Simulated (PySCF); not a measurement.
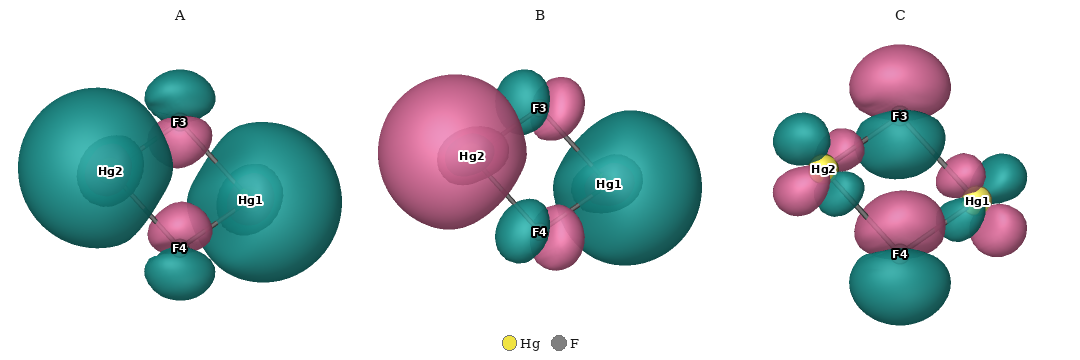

*F$_{2}$Hg$_{2}$. Three frontier orbitals at ±0.08 Å⁻³ᐟ² (teal and pink are the two phases), in no order.*

Core potentials replace the inner electrons of Hg.

Theory: RKS TPSS, Hg def2-SVP with ECP60, F def2-SVP; non-relativistic Hamiltonian with scalar-relativistic core potentials where named; density fitting in PySCF 2.14.0.

Question: Order the three orbitals by energy and name them.

Answer: C is the HOMO−1 (−7.30 eV). It lies mainly on F4 (about 45 %), F3 (about 45 %), Hg2 (about 5 %) and Hg1 (about 5 %); it is symmetric in the molecular plane (an in-plane orbital: σ, lone-pair or in-plane π type); it is ungerade (odd under inversion); largely a combination of lone pairs on F4 and F3. A is the HOMO (−5.90 eV). By Hirshfeld shares it lies mainly on Hg1 (about 40 %), Hg2 (about 40 %), F3 (about 10 %) and F4 (about 10 %); it is symmetric in the molecular plane (an in-plane orbital: σ, lone-pair or in-plane π type); it is gerade (even under inversion). B is the LUMO (−5.19 eV). By Hirshfeld shares it lies mainly on Hg1 (about 40 %), Hg2 (about 40 %), F3 (about 10 %) and F4 (about 10 %); it is symmetric in the molecular plane (an in-plane orbital: σ, lone-pair or in-plane π type); it is ungerade (odd under inversion).

Question: What is the HOMO–LUMO gap?

Answer: 0.71 eV between the orbital energies.
